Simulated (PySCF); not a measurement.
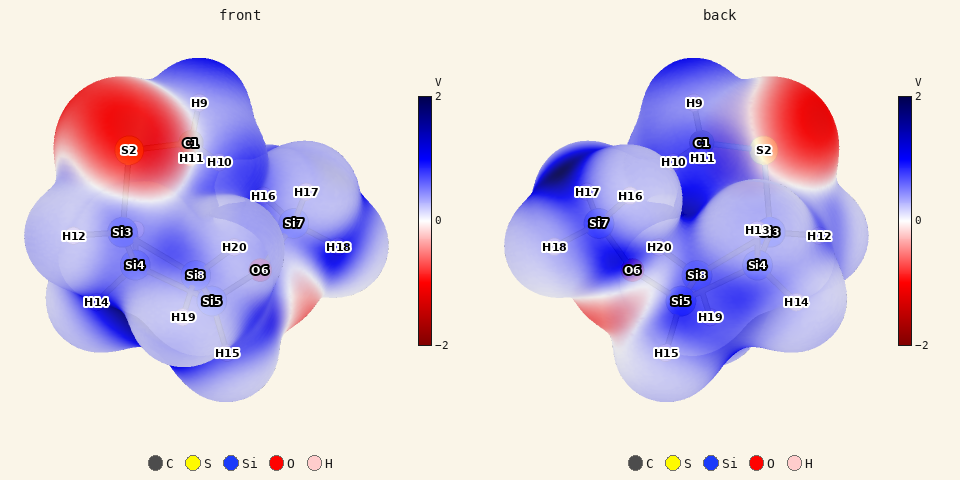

CH12OSSi5. The molecular electrostatic potential painted on the density surface at 0.002 e/bohr³, seen from the front and from behind; red is negative and blue positive.

Geometry: GFN2-xTB.

All numbers below come from PBE0/pcSseg-1, SCF density, gas phase, non-relativistic (PySCF 2.14.0).

```xyz
20

C    -1.8374    1.4911   -0.0752
S    -3.0750    0.1634   -0.1079
Si   -1.7460   -1.5602   -0.1026
Si   -0.1160   -1.4985   -1.8381
Si    1.5405   -1.1586   -0.1900
O     2.0857    0.3862   -0.2356
Si    2.0776    1.9873   -0.4264
Si   -0.0334   -1.4273    1.5507
H    -2.3785    2.4320   -0.0815
H    -1.2419    1.4167    0.8305
H    -1.1982    1.4284   -0.9520
H    -2.7971   -2.5793   -0.0661
H    -0.2779   -0.5200   -2.9261
H    -0.0083   -2.7782   -2.5544
H     2.8251   -1.8712   -0.2037
H     1.4370    2.2732   -1.7111
H     1.2999    2.5494    0.6781
H     3.4800    2.3843   -0.3943
H     0.1050   -2.6864    2.2976
H    -0.1462   -0.4216    2.6210
```

> Which sites attract a positive test charge, and which a negative one?

A positive charge is drawn to the negative regions and a negative charge to the positive ones. The most negative region (about −1.1 V) lies over S2, the most positive (about +1.9 V) over the Si atoms.
